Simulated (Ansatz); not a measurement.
**CH4ClGe (SMILES [CH3][GeH][Cl]) at UPBE/def2-SVP**

What is the energy change on altering one bond length of CH4ClGe at UPBE/def2-SVP? 

The calculation is run with Ansatz 0.2.0.

68 further runs of the same task are left out: 68 set aside as unsound or not needed.

## Step 1: Starting point

The species is CH4ClGe (7 atoms), meant as a doublet with charge 0. SMILES: `[CH3][GeH][Cl]`. The coordinates come from a PBE0-D4/def2-TZVP relaxation.

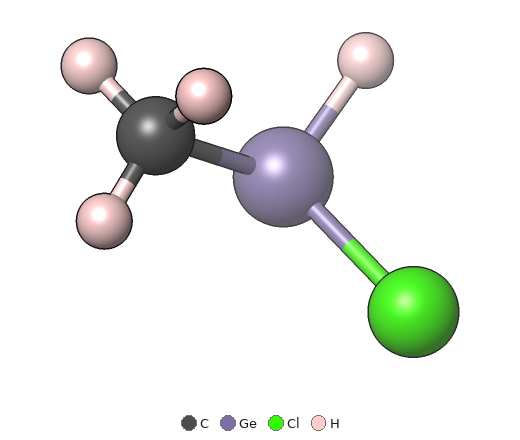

Viewed from a chosen angle; carbon dark grey, germanium purple, chlorine green, hydrogen pink.

## Step 2: A single-point energy at UPBE/def2-SVP

run.yaml reads:

```yaml
crystal:
  periodic: [false, false, false]
  atoms:
    - {symbol: C, position_ang: [-0.733100, 0.438400, -0.261900]}
    - {symbol: Ge, position_ang: [0.705400, -0.885500, -0.183100]}
    - {symbol: Cl, position_ang: [1.017000, -1.361700, 1.909500]}
    - {symbol: H, position_ang: [-0.433400, 1.314500, 0.317300]}
    - {symbol: H, position_ang: [-1.646200, 0.021400, 0.160800]}
    - {symbol: H, position_ang: [-0.909900, 0.729400, -1.298200]}
    - {symbol: H, position_ang: [2.061400, -0.324500, -0.690100]}
basis:
  gaussian: {orbitals: def2-SVP}
magnetization: {spin_polarized: true, initial_magnetization: 1}
hamiltonian: {xc: {name: PBE}}
accuracy: high
output: {orbitals: {seedname: orbitals}}
```

Launch:

```bash
$ ansatz run run.yaml --threads 1 --pin off --max-ram 3480MiB --events-out events.jsonl --progress --plain --runs-dir runs
```

The log of the run:

```text
Warning: RAYON_NUM_THREADS=1 ignored (pool sized by the plan → 1); use --threads N
Functional definition: PBE
  name "PBE"
  parameter kappa = 0.804
  parameter beta = 0.06672455060314922
  exchange = pbe_x(kappa = kappa, mu = beta*pi^2/3)
  correlation = pbe_c(beta = beta)
1779 factors; integrals over basis functions are off by at most 4.7e-9 eV
mean field evaluation 1: about -70108.7130 eV, gradient 4.0e1 eV
mean field evaluation 2: about -70093.2781 eV, gradient 6.0e1 eV
mean field evaluation 4: about -70116.0296 eV, gradient 3.6e0 eV
mean field evaluation 8: about -70116.0947 eV, gradient 2.5e-1 eV
mean field evaluation 16: about -70116.0950 eV, gradient 2.8e-5 eV
mean field -70116.09502390 eV, -2576.7189657321 hartree, gradient 4.9e-8 eV, S^2 0.751118; 0 other end points of the search recorded, 0 dependent functions left out
reference -70116.09502677 eV, -2576.7189658376 hartree; 30, 29 occupied and 54, 55 virtual orbitals, 1779 factors
Total energy: -70116.09502677 eV, -2576.7189658376 hartree
```

Wall time 9 s (1 thread of Arm Neoverse V1, shared host); peak memory 0.25 GiB.

## Step 3: The distorted shape

job.yaml reads:

```yaml
crystal:
  periodic: [false, false, false]
  atoms:
    - {symbol: C, position_ang: [-0.596100, 0.500966, -0.325321]}
    - {symbol: Ge, position_ang: [0.842400, -0.822934, -0.246521]}
    - {symbol: Cl, position_ang: [1.154000, -1.299134, 1.846079]}
    - {symbol: H, position_ang: [-0.296400, 1.377066, 0.253879]}
    - {symbol: H, position_ang: [-1.646200, 0.021400, 0.160800]}
    - {symbol: H, position_ang: [-0.772900, 0.791966, -1.361621]}
    - {symbol: H, position_ang: [2.198400, -0.261934, -0.753521]}
basis:
  gaussian: {orbitals: def2-SVP}
hamiltonian: {xc: pbe}
accuracy: high
magnetization: {spin_polarized: true, initial_magnetization: 1}
output: {orbitals: {seedname: orbitals}}
```

Launch:

```bash
$ ansatz run job.yaml --threads 1 --pin off --max-ram 3480MiB --events-out events.jsonl --progress --plain --runs-dir runs
```

The log of the run:

```text
Warning: RAYON_NUM_THREADS=1 ignored (pool sized by the plan → 1); use --threads N
[... 6 set-up lines as earlier in the session ...]
1783 factors; integrals over basis functions are off by at most 4.7e-9 eV
mean field evaluation 1: about -70108.9073 eV, gradient 3.8e1 eV
mean field evaluation 2: about -70093.2860 eV, gradient 5.9e1 eV
mean field evaluation 4: about -70115.7588 eV, gradient 3.9e0 eV
mean field evaluation 8: about -70115.8329 eV, gradient 2.4e-1 eV
mean field evaluation 16: about -70115.8332 eV, gradient 3.4e-5 eV
mean field -70115.83320867 eV, -2576.7093442000 hartree, gradient 9.6e-8 eV, S^2 0.751128; 0 other end points of the search recorded, 0 dependent functions left out
reference -70115.83321159 eV, -2576.7093443074 hartree; 30, 29 occupied and 54, 55 virtual orbitals, 1783 factors
Total energy: -70115.83321159 eV, -2576.7093443074 hartree
```

Run time: 9 s. Hardware: 1 thread of Arm Neoverse V1, shared host; peak memory 0.25 GiB.

## Step 4: Summary of results

Level: UPBE/def2-SVP.

| quantity | value |
| --- | --- |
| first shape: total energy | -2576.71897 Eh |
| first shape: HOMO energy (highest over α and β) | -4.98 eV |
| first shape: LUMO energy (lowest over α and β) | -3.73 eV |
| first shape: ⟨S²⟩ | 0.751 |
| distorted shape: total energy | -2576.70934 Eh |
| distorted shape: HOMO energy (highest over α and β) | -4.98 eV |
| distorted shape: LUMO energy (lowest over α and β) | -3.73 eV |
| distorted shape: ⟨S²⟩ | 0.751 |
| energy change with the C1–H5 bond stretched from 1.089 to 1.253 Å | 0.262 eV |

In words: With the C1–H5 bond stretched from 1.089 to 1.253 Å the energy rises by 0.26 eV (6.0 kcal/mol). The first shape isn't relaxed at this level, so the change isn't measured from a minimum.
